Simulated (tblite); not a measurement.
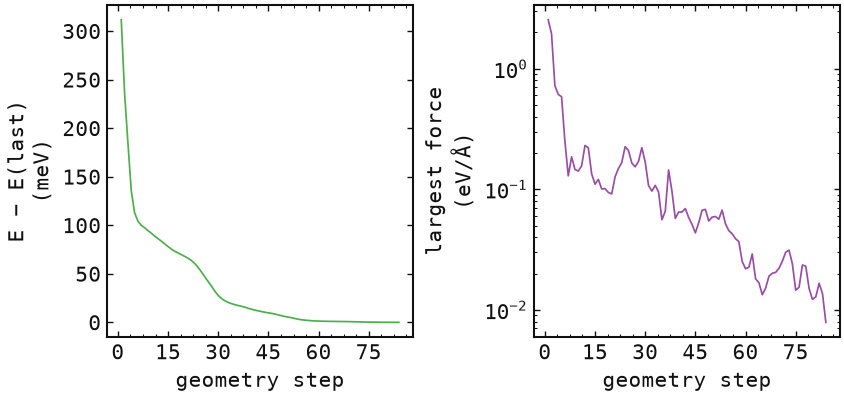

History of a geometry optimisation.

System: C$_{5}$H$_{14}$OP$_{2}$ (SMILES CCC[P@H](=O)CCP).
Method: GFN2-xTB geometry optimisation, gas phase (tblite).

**How did the optimisation end?**

The optimisation met its thresholds at geometry 84, counting the start as the first. The energy fell by about 310 meV from the first step to the last. The largest force goes from about 2.6 eV/Å at the start to 8 × 10⁻³ eV/Å at the end.
